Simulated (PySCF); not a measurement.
## Geometry relaxation, with input and output: CH6N (charge +2) (part 2 of 2)

CH6N, charge +2, multiplicity 2; B3LYP/6-31G*, UKS (PySCF 2.14.0). The atoms were displaced at random from an optimised geometry. The geometry is that of the parent species in another charge or spin state.

Geometry of the input (Å):
```
C  -0.2356  0.2969  -0.6547
N  0.2029  -0.2944  0.6576
H  -0.0520  -0.4608  -1.4092
H  -1.2894  0.5076  -0.5858
H  0.3355  1.1861  -0.8608
H  0.0591  0.4209  1.3957
H  1.1951  -0.5255  0.6194
H  -0.2868  -1.1760  0.8726
```

Log, continued
```
Geometry optimization cycle 10
Cartesian coordinates (Angstrom)
 Atom        New coordinates             dX        dY        dZ
   C  -0.129186   0.345477  -0.573663    0.002019 -0.002244 -0.000281
   N   0.229675  -0.288266   0.681590    0.001709 -0.001306  0.000375
   H  -0.351339  -0.395560  -1.488141   -0.002504 -0.007878  0.004016
   H  -1.297443   0.323518  -0.845154    0.000104  0.011095 -0.009888
   H   0.405010   1.265809  -0.842768   -0.008145  0.004519  0.004660
   H   0.113299   0.383239   1.485723    0.001505 -0.000788 -0.000510
   H   1.256968  -0.524365   0.699512    0.001870 -0.001035  0.001832
   H  -0.298786  -1.155785   0.917253    0.003393 -0.002402 -0.000240
converged SCF energy = -95.5082251298725  <S^2> = 0.7520693  2S+1 = 2.0020682
--------------- SecondOrderUKS_Scanner gradients ---------------
         x                y                z
0 C     0.0003626874     0.0001050940    -0.0005406536
1 N    -0.0005456455    -0.0002356722    -0.0008139203
2 H     0.0000595848     0.0002775934     0.0003970873
3 H    -0.0003772143    -0.0003312460     0.0001122915
4 H     0.0001685023    -0.0000832374     0.0001622638
5 H     0.0001253579     0.0000882717     0.0003641891
6 H     0.0003162073     0.0001100999     0.0001328240
7 H    -0.0001092903     0.0000692848     0.0001860891
----------------------------------------------
cycle 10: E = -95.5082251299  dE = -2.97828e-05  norm(grad) = 0.00153377
Step    9 : Displace = 7.514e-03/1.518e-02 (rms/max) Trust = 3.000e-01 (=) Grad = 5.423e-04/1.008e-03 (rms/max) E (change) = -95.5082251299 (-2.978e-05) Quality = 1.274
Hessian Eigenvalues: 8.55222e-03 2.26162e-02 2.80538e-02 ... 4.18524e-01 4.26755e-01 4.48502e-01

Geometry optimization cycle 11
Cartesian coordinates (Angstrom)
 Atom        New coordinates             dX        dY        dZ
   C  -0.129606   0.344502  -0.573001   -0.000420 -0.000975  0.000662
   N   0.230442  -0.288654   0.682461    0.000767 -0.000389  0.000871
   H  -0.350939  -0.398432  -1.487854    0.000400 -0.002873  0.000287
   H  -1.297343   0.328836  -0.847471    0.000100  0.005317 -0.002317
   H   0.402386   1.266321  -0.842121   -0.002625  0.000512  0.000647
   H   0.112711   0.383133   1.485603   -0.000588 -0.000106 -0.000121
   H   1.257445  -0.524572   0.699663    0.000477 -0.000207  0.000151
   H  -0.296924  -1.157089   0.917047    0.001862 -0.001305 -0.000206
converged SCF energy = -95.508229906195  <S^2> = 0.75207479  2S+1 = 2.0020737
--------------- SecondOrderUKS_Scanner gradients ---------------
         x                y                z
0 C     0.0001018513    -0.0001423226     0.0001127997
1 N    -0.0000645219    -0.0000532229    -0.0001682872
2 H     0.0001412153     0.0000253630    -0.0000863134
3 H    -0.0003184063     0.0000516819    -0.0000049801
4 H     0.0000345112     0.0000470207    -0.0000483072
5 H     0.0000571868     0.0000347911     0.0000870564
6 H     0.0000880623     0.0000102151     0.0000627461
7 H    -0.0000396843     0.0000266792     0.0000454647
----------------------------------------------
cycle 11: E = -95.5082299062  dE = -4.77632e-06  norm(grad) = 0.0004947
Step   10 : Displace = 2.695e-03/5.881e-03 (rms/max) Trust = 3.000e-01 (=) Grad = 1.749e-04/3.226e-04 (rms/max) E (change) = -95.5082299062 (-4.776e-06) Quality = 1.001
Hessian Eigenvalues: 7.67842e-03 2.21450e-02 3.79653e-02 ... 4.14576e-01 4.26651e-01 4.44380e-01

Geometry optimization cycle 12
Cartesian coordinates (Angstrom)
 Atom        New coordinates             dX        dY        dZ
   C  -0.128501   0.344585  -0.573063    0.001105  0.000083 -0.000062
   N   0.230784  -0.288688   0.682595    0.000342 -0.000034  0.000135
   H  -0.353308  -0.400063  -1.485005   -0.002369 -0.001631  0.002849
   H  -1.295845   0.329873  -0.850040    0.001498  0.001037 -0.002569
   H   0.401006   1.267816  -0.841168   -0.001379  0.001495  0.000953
   H   0.112379   0.382997   1.485365   -0.000332 -0.000136 -0.000238
   H   1.257619  -0.524798   0.699476    0.000174 -0.000226 -0.000187
   H  -0.295997  -1.157710   0.916139    0.000927 -0.000621 -0.000908
converged SCF energy = -95.5082304102478  <S^2> = 0.75206937  2S+1 = 2.0020683
--------------- SecondOrderUKS_Scanner gradients ---------------
         x                y                z
0 C     0.0003681541     0.0001335548     0.0001247183
1 N    -0.0000800877    -0.0000097533     0.0000810513
2 H    -0.0000747986    -0.0000123387    -0.0000167530
3 H    -0.0001763314    -0.0000542434    -0.0001114296
4 H    -0.0000860566    -0.0000551719     0.0000294050
5 H     0.0000353127     0.0000125882    -0.0000640696
6 H    -0.0000070013    -0.0000215674    -0.0000226263
7 H     0.0000210144     0.0000071328    -0.0000201031
----------------------------------------------
cycle 12: E = -95.5082304102  dE = -5.04053e-07  norm(grad) = 0.000503224
Step   11 : Displace = 2.086e-03/4.120e-03 (rms/max) Trust = 3.000e-01 (=) Grad = 1.779e-04/4.110e-04 (rms/max) E (change) = -95.5082304102 (-5.041e-07) Quality = 0.468
Hessian Eigenvalues: 1.17615e-02 2.13715e-02 4.37388e-02 ... 4.16291e-01 4.27042e-01 4.44171e-01

Geometry optimization cycle 13
Cartesian coordinates (Angstrom)
 Atom        New coordinates             dX        dY        dZ
   C  -0.129076   0.344657  -0.573025   -0.000575  0.000072  0.000038
   N   0.230663  -0.288593   0.682580   -0.000121  0.000096 -0.000016
   H  -0.352701  -0.399415  -1.486026    0.000607  0.000648 -0.001021
   H  -1.296084   0.329482  -0.848712   -0.000239 -0.000391  0.001328
   H   0.401905   1.266992  -0.841875    0.000899 -0.000824 -0.000707
   H   0.112027   0.382897   1.485574   -0.000353 -0.000100  0.000209
   H   1.257537  -0.524424   0.699510   -0.000082  0.000374  0.000034
   H  -0.296140  -1.157593   0.916265   -0.000143  0.000117  0.000126
converged SCF energy = -95.5082308609168  <S^2> = 0.7520708  2S+1 = 2.0020697
--------------- SecondOrderUKS_Scanner gradients ---------------
         x                y                z
0 C     0.0000748580    -0.0000069754     0.0000216722
1 N    -0.0000065807     0.0000179992     0.0000585838
2 H     0.0000163736     0.0000192964    -0.0000038557
3 H    -0.0000775961    -0.0000139250    -0.0000327180
4 H    -0.0000191728     0.0000036031    -0.0000010080
5 H     0.0000220969    -0.0000013343    -0.0000249496
6 H    -0.0000089579    -0.0000242854    -0.0000129496
7 H    -0.0000008053     0.0000058245    -0.0000045919
----------------------------------------------
cycle 13: E = -95.5082308609  dE = -4.50669e-07  norm(grad) = 0.000142302
```

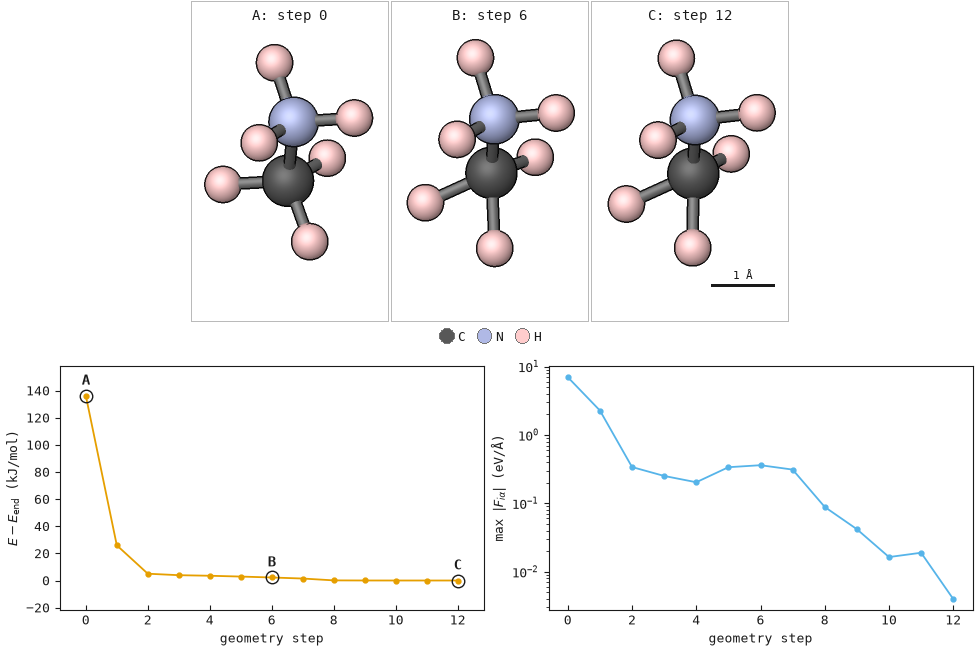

*Frames of the relaxation (ball-and-stick view, seen at an oblique angle) above the curves, on which the letters mark them (steps are counted from 0).*

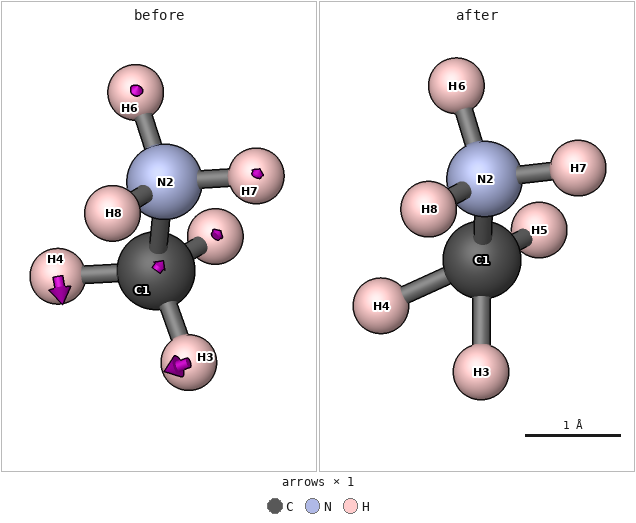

*Before (left) and after (right) the relaxation, at one scale (ball-and-stick view, seen at an oblique angle). The pink arrows give the displacements, at true length.*

The largest moves after the best rigid fit, 0.32 Å, are those of H3 and H4. By element the largest moves are H 0.32 Å, C 0.14 Å, N 0.04 Å. Among the contacts that change: C1–H3 1.085 → 1.199 Å, C1–N2 1.505 → 1.452 Å, N2–H7 1.019 → 1.054 Å, C1–H5 1.077 → 1.098 Å. Among the angles that change: H3–C1–H4 110.3° → 68.6°, N2–C1–H3 106.4° → 115.7°, N2–C1–H4 107.8° → 115.8°. Over 12 geometry steps the energy falls by 136.3 kJ/mol. Largest force component: 7 eV/Å at the start, 0.004 eV/Å at the end. (Atoms are counted from 1 in the order of the input.)

```
Step   12 : Displace = 9.004e-04/1.453e-03 (rms/max) Trust = 3.000e-01 (=) Grad = 5.031e-05/8.536e-05 (rms/max) E (change) = -95.5082308609 (-4.507e-07) Quality = 1.182
Hessian Eigenvalues: 1.17615e-02 2.13715e-02 4.37388e-02 ... 4.16291e-01 4.27042e-01 4.44171e-01
Converged! =D

converged: True
C          -0.12907562        0.34465664       -0.57302474
N           0.23066275       -0.28859267        0.68257994
H          -0.35270108       -0.39941480       -1.48602644
H          -1.29608408        0.32948174       -0.84871174
H           0.40190476        1.26699227       -0.84187467
H           0.11202679        0.38289683        1.48557418
H           1.25753670       -0.52442382        0.69951034
H          -0.29613981       -1.15759287        0.91626545

WARN: HOMO -0.306994435852967 >= LUMO -0.306994435852968

converged SCF energy = -95.508230860919  <S^2> = 0.75207071  2S+1 = 2.0020696
total energy: -95.50823086 hartree
frequencies (1/cm) [ 215.3  520.3  818.   879.1 1027.3 1064.4 1156.3 1230.4 1445.4 1573.6
 1606.  1650.1 1937.2 2457.  3126.1 3148.8 3155.3 3292.1]
temperature 298.1500 [K]
pressure 101325.00 [Pa]
Rotational constants [GHz] 82.89987 20.61897 19.44569
Symmetry number 1
Zero-point energy (ZPE) 0.06903 [Eh]   181250.588 [J/mol]
                           tot       elec      trans        rot        vib
Entropy [J/mol/K]       254.165      5.763    151.995     82.879     13.527
Cv [J/mol/K]             48.021      0.000     12.472     12.472     23.077
Cp [J/mol/K]             56.335      0.000     20.786     12.472     23.077
Internal energy [J/mol]                      3718.434   3718.434 183853.505
Internal energy [Eh]   -95.43537  -95.50823
Enthalpy [J/mol]                             6197.391   3718.434 183853.505
Enthalpy [Eh]          -95.43443
Gibbs free energy [J/mol]                  -39119.949 -20992.030 179820.311
Gibbs free energy [Eh] -95.46329
```

Trajectory as extended XYZ (Å, eV, eV/Å), 13 frames, from step=0 to step=12
```
8
Properties=species:S:1:pos:R:3:forces:R:3 step=0 energy=-2597.49887
C    -0.2356    0.2969   -0.6547    1.9460   3.0137   6.9830
N     0.2029   -0.2944    0.6576   -0.8812  -0.1224  -2.7992
H    -0.0520   -0.4608   -1.4092   -0.4527  -2.5180  -3.9628
H    -1.2894    0.5076   -0.5858   -2.9954  -1.1755  -1.2508
H     0.3355    1.1861   -0.8608    1.5105   0.4225  -1.0853
H     0.0591    0.4209    1.3957    0.0512   0.4073   1.0803
H     1.1951   -0.5255    0.6194    1.4431   0.1520   0.4409
H    -0.2868   -1.1760    0.8726   -0.6215  -0.1797   0.5939
8
Properties=species:S:1:pos:R:3:forces:R:3 step=1 energy=-2598.64235
C    -0.2252    0.3261   -0.5952    0.8914   1.0175   2.2727
N     0.2188   -0.2955    0.6757   -0.3419   0.3013  -0.6348
H    -0.1472   -0.4109   -1.5520   -0.5865  -0.1339  -0.9225
H    -1.3659    0.4306   -0.6838   -0.1497  -0.8496  -0.4898
H     0.4123    1.1897   -0.8932    0.2565  -0.3778  -0.2725
H     0.0933    0.3934    1.4754   -0.0171  -0.1682  -0.0263
H     1.2461   -0.5128    0.6851    0.0226   0.1042  -0.0482
H    -0.3032   -1.1659    0.9229   -0.0754   0.1065   0.1213
8
Properties=species:S:1:pos:R:3:forces:R:3 step=2 energy=-2598.85937
C    -0.1979    0.3363   -0.5524    0.0712   0.3390  -0.2220
N     0.2184   -0.2835    0.6865    0.0392  -0.0426   0.3016
H    -0.2422   -0.3193   -1.6175   -0.1692   0.0988   0.1219
H    -1.3447    0.3147   -0.7181    0.1921  -0.1637  -0.0818
H     0.4702    1.1565   -0.9020   -0.0870  -0.1318   0.0061
H     0.0941    0.3866    1.4993   -0.0042  -0.0434  -0.1119
H     1.2496   -0.4946    0.6946   -0.1188  -0.0482  -0.0009
H    -0.3186   -1.1420    0.9446    0.0767  -0.0081  -0.0129
8
Properties=species:S:1:pos:R:3:forces:R:3 step=3 energy=-2598.87071
C    -0.1919    0.3446   -0.5502    0.1076   0.0316  -0.2512
N     0.2202   -0.2829    0.6927   -0.0140   0.0078   0.1531
H    -0.2675   -0.2973   -1.6208   -0.0787   0.0411   0.1862
H    -1.3315    0.2908   -0.7313    0.0486  -0.0406  -0.0205
H     0.4726    1.1570   -0.9116   -0.0469  -0.0067   0.0697
H     0.0943    0.3864    1.5022   -0.0033  -0.0069  -0.0645
H     1.2475   -0.5020    0.7046   -0.0379  -0.0187  -0.0331
H    -0.3149   -1.1421    0.9494    0.0246  -0.0076  -0.0397
8
Properties=species:S:1:pos:R:3:forces:R:3 step=4 energy=-2598.87498
C    -0.1871    0.3494   -0.5501    0.2033  -0.0712  -0.1882
N     0.2210   -0.2817    0.6947   -0.0689   0.0093   0.0199
H    -0.2805   -0.2962   -1.6099   -0.0579   0.0110   0.1468
H    -1.3227    0.2799   -0.7382   -0.0723   0.0057  -0.0296
H     0.4722    1.1629   -0.9102   -0.0395   0.0487   0.0708
H     0.0936    0.3887    1.5002    0.0100  -0.0019   0.0010
H     1.2459   -0.5060    0.7040    0.0186   0.0002  -0.0130
H    -0.3138   -1.1425    0.9444    0.0066  -0.0018  -0.0077
8
Properties=species:S:1:pos:R:3:forces:R:3 step=5 energy=-2598.88124
C    -0.1761    0.3556   -0.5536    0.3371  -0.1677  -0.0013
N     0.2216   -0.2801    0.6959   -0.1177   0.0101  -0.1681
H    -0.3035   -0.3031   -1.5848   -0.0382  -0.0452   0.0510
H    -1.3095    0.2669   -0.7555   -0.2192   0.0587  -0.0551
H     0.4688    1.1798   -0.9024   -0.0426   0.1082   0.0551
H     0.0950    0.3904    1.4979    0.0203   0.0154   0.0720
H     1.2440   -0.5117    0.7011    0.0802   0.0198   0.0169
H    -0.3117   -1.1434    0.9361   -0.0198   0.0008   0.0295
8
Properties=species:S:1:pos:R:3:forces:R:3 step=6 energy=-2598.88827
C    -0.1571    0.3608   -0.5606    0.3607  -0.2408   0.2471
N     0.2225   -0.2794    0.6945   -0.1034   0.0138  -0.3154
H    -0.3358   -0.3200   -1.5444    0.0042  -0.1275  -0.0956
H    -1.2937    0.2564   -0.7849   -0.3047   0.1360  -0.0717
H     0.4591    1.2092   -0.8860   -0.0483   0.1633   0.0059
H     0.0991    0.3913    1.4937    0.0208   0.0286   0.1221
H     1.2435   -0.5187    0.6972    0.1130   0.0270   0.0483
H    -0.3090   -1.1453    0.9251   -0.0422  -0.0003   0.0595
8
Properties=species:S:1:pos:R:3:forces:R:3 step=7 energy=-2598.89628
C    -0.1465    0.3591   -0.5657    0.2897  -0.1852   0.3112
N     0.2238   -0.2810    0.6909   -0.0634   0.0191  -0.2744
H    -0.3461   -0.3395   -1.5218    0.0042  -0.1442  -0.1513
H    -1.2913    0.2661   -0.8028   -0.2473   0.1354  -0.0685
H     0.4468    1.2288   -0.8736   -0.0510   0.1311  -0.0134
H     0.1029    0.3899    1.4908    0.0163   0.0225   0.0996
H     1.2458   -0.5216    0.6960    0.0885   0.0217   0.0468
H    -0.3071   -1.1476    0.9207   -0.0370  -0.0004   0.0500
8
Properties=species:S:1:pos:R:3:forces:R:3 step=8 energy=-2598.91039
C    -0.1312    0.3477   -0.5734    0.0322   0.0069   0.0884
N     0.2280   -0.2870    0.6812    0.0356   0.0144   0.0542
H    -0.3488   -0.3877   -1.4922   -0.0167  -0.0429  -0.0665
H    -1.2975    0.3124   -0.8353   -0.0105   0.0405  -0.0341
H     0.4132    1.2613   -0.8474   -0.0358  -0.0012  -0.0109
H     0.1118    0.3840    1.4862    0.0005  -0.0063  -0.0234
H     1.2551   -0.5233    0.6977   -0.0164  -0.0078   0.0038
H    -0.3022   -1.1534    0.9175    0.0112  -0.0037  -0.0115
8
Properties=species:S:1:pos:R:3:forces:R:3 step=9 energy=-2598.91120
C    -0.1292    0.3455   -0.5737   -0.0186  -0.0054   0.0278
N     0.2297   -0.2883    0.6816    0.0281   0.0121   0.0419
H    -0.3513   -0.3956   -1.4881   -0.0031  -0.0143  -0.0204
H    -1.2974    0.3235   -0.8452    0.0194   0.0170  -0.0058
H     0.4050    1.2658   -0.8428   -0.0087   0.0043  -0.0083
H     0.1133    0.3832    1.4857   -0.0064  -0.0045  -0.0187
H     1.2570   -0.5244    0.6995   -0.0163  -0.0057  -0.0068
H    -0.2988   -1.1558    0.9173    0.0056  -0.0036  -0.0096
8
Properties=species:S:1:pos:R:3:forces:R:3 step=10 energy=-2598.91133
C    -0.1296    0.3445   -0.5730   -0.0052   0.0073  -0.0058
N     0.2304   -0.2887    0.6825    0.0033   0.0027   0.0087
H    -0.3509   -0.3984   -1.4879   -0.0073  -0.0013   0.0044
H    -1.2973    0.3288   -0.8475    0.0164  -0.0027   0.0003
H     0.4024    1.2663   -0.8421   -0.0018  -0.0024   0.0025
H     0.1127    0.3831    1.4856   -0.0029  -0.0018  -0.0045
H     1.2574   -0.5246    0.6997   -0.0045  -0.0005  -0.0032
H    -0.2969   -1.1571    0.9170    0.0020  -0.0014  -0.0023
8
Properties=species:S:1:pos:R:3:forces:R:3 step=11 energy=-2598.91135
C    -0.1285    0.3446   -0.5731   -0.0189  -0.0069  -0.0064
N     0.2308   -0.2887    0.6826    0.0041   0.0005  -0.0042
H    -0.3533   -0.4001   -1.4850    0.0038   0.0006   0.0009
H    -1.2958    0.3299   -0.8500    0.0091   0.0028   0.0057
H     0.4010    1.2678   -0.8412    0.0044   0.0028  -0.0015
H     0.1124    0.3830    1.4854   -0.0018  -0.0006   0.0033
H     1.2576   -0.5248    0.6995    0.0004   0.0011   0.0012
H    -0.2960   -1.1577    0.9161   -0.0011  -0.0004   0.0010
8
Properties=species:S:1:pos:R:3:forces:R:3 step=12 energy=-2598.91136
C    -0.1291    0.3447   -0.5730   -0.0038   0.0004  -0.0011
N     0.2307   -0.2886    0.6826    0.0003  -0.0009  -0.0030
H    -0.3527   -0.3994   -1.4860   -0.0008  -0.0010   0.0002
H    -1.2961    0.3295   -0.8487    0.0040   0.0007   0.0017
H     0.4019    1.2670   -0.8419    0.0010  -0.0002   0.0001
H     0.1120    0.3829    1.4856   -0.0011   0.0001   0.0013
H     1.2575   -0.5244    0.6995    0.0005   0.0012   0.0007
H    -0.2961   -1.1576    0.9163    0.0000  -0.0003   0.0002
```

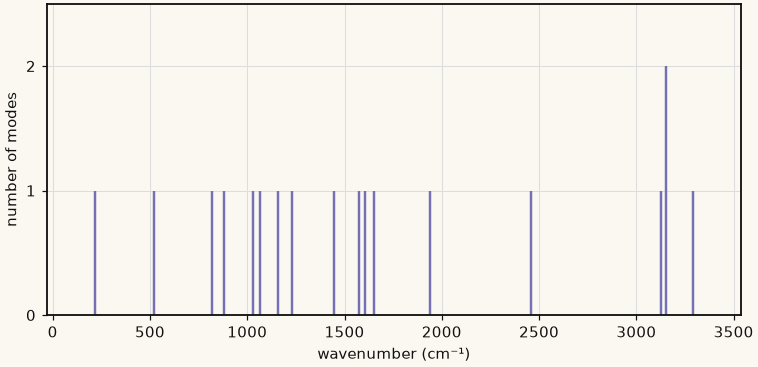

*Harmonic vibrational wavenumbers from the force constants; neighbouring modes closer than 14 cm⁻¹ are counted in one stick.*

18 modes from 215 to 3292 cm⁻¹, none imaginary.

Summary

```json
{"quantity": "outcome", "value": "converged"}
{"quantity": "total energy", "value": "−95.508231 hartree"}
{"quantity": "basis functions", "value": "40"}
{"quantity": "⟨S²⟩", "value": "0.752"}
{"quantity": "zero-point energy", "value": "0.069035 hartree"}
{"quantity": "wavenumbers, lowest and highest", "value": "215 and 3292 cm⁻¹"}
{"quantity": "hardware", "value": "1 thread of Arm Neoverse V2, 24 GiB of memory available, shared host"}
{"quantity": "wall time", "value": "3.4 min"}
{"quantity": "peak memory", "value": "0.78 GiB"}
```
